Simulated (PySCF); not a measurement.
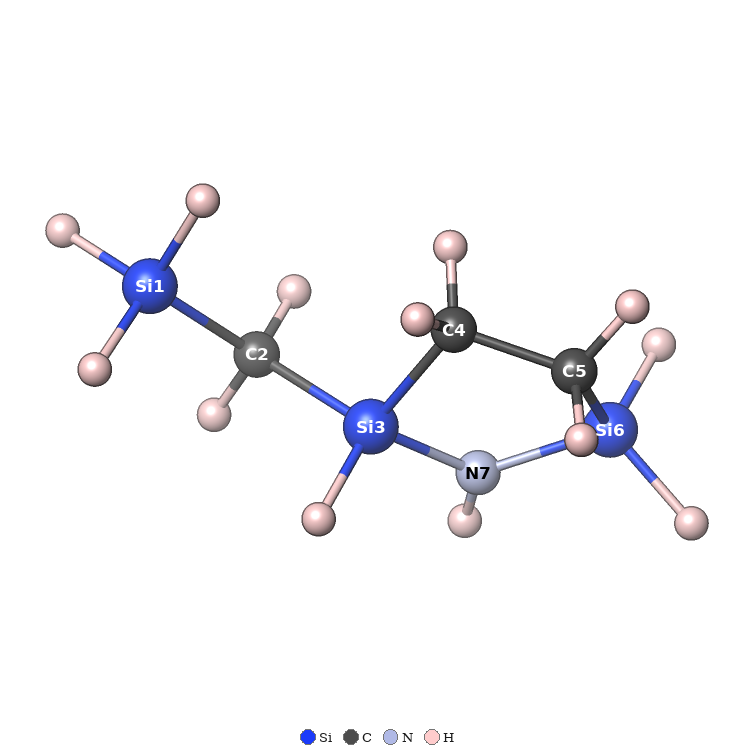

Distant atoms are faded towards the background colour. The geometry was computed by an optimisation with PBE0-D3(BJ)/def2-SVP. No frequency run is at hand to confirm it as a minimum.

Q: How is the 5-membered ring Si3–C4–C5–Si6–N7 puckered?

A: It is a twist (half-chair). The Cremer–Pople amplitude Q is 0.37 Å.

Q: Give the torsion angles round the ring, beginning with the bond from its second to its third atom.

A: 36°, −29°, 10°, 8°, −28°.
